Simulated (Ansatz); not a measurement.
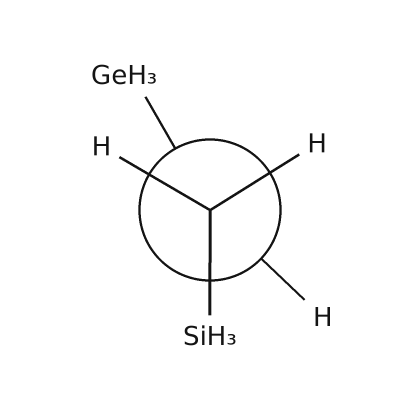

A Newman projection along the Si–N bond, silicon in front; angles are drawn as computed, but eclipsed bonds slightly apart. Computed geometry: PBE0-D4/def2-TZVP optimisation.

Which molecule is it?

GeH9NSi2, [SiH3][SiH2][NH][GeH3]

What is the torsion angle from the front SiH3 to the back GeH3? The sign is positive where the front bond must turn clockwise to cover the back bond.

150°, antiperiplanar (anti).
